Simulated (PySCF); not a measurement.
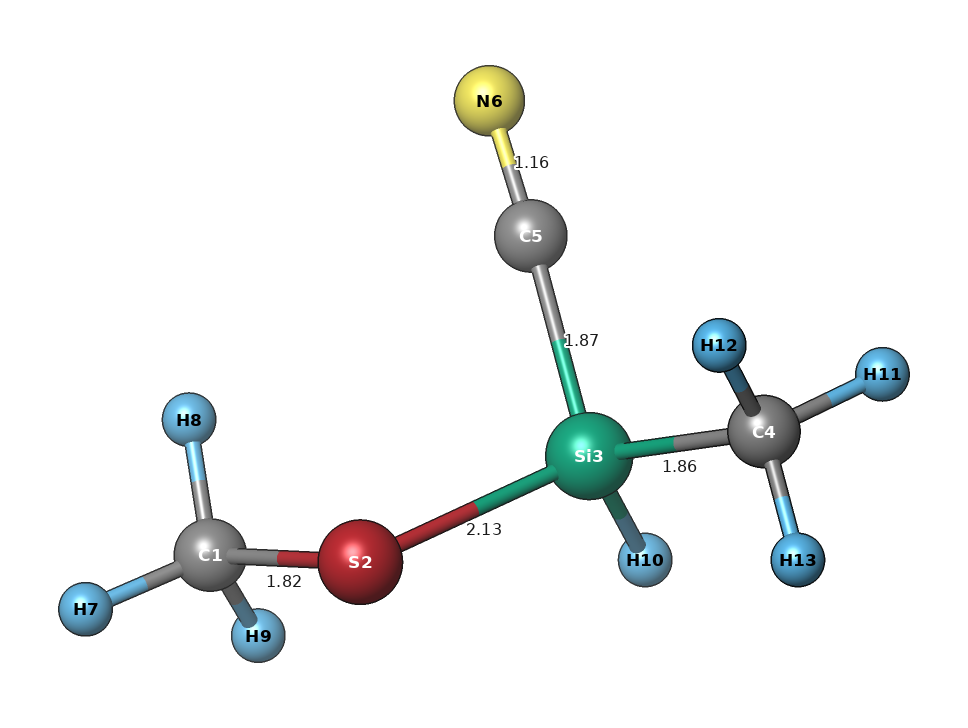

The numbers beside the sticks are distances in Å. Sticks don't show bond order. The geometry was computed by an optimisation with PBE0-D3(BJ)/def2-SVP. No frequency run is at hand to confirm it as a minimum.

Question: Which of the marked bonds are single, double, triple or aromatic?

Answer: C1–S2 single; S2–Si3 single; Si3–C4 single; Si3–C5 single; C5–N6 triple.

Question: Give the structure as SMILES.

Answer: CS[Si@H](C)C#N
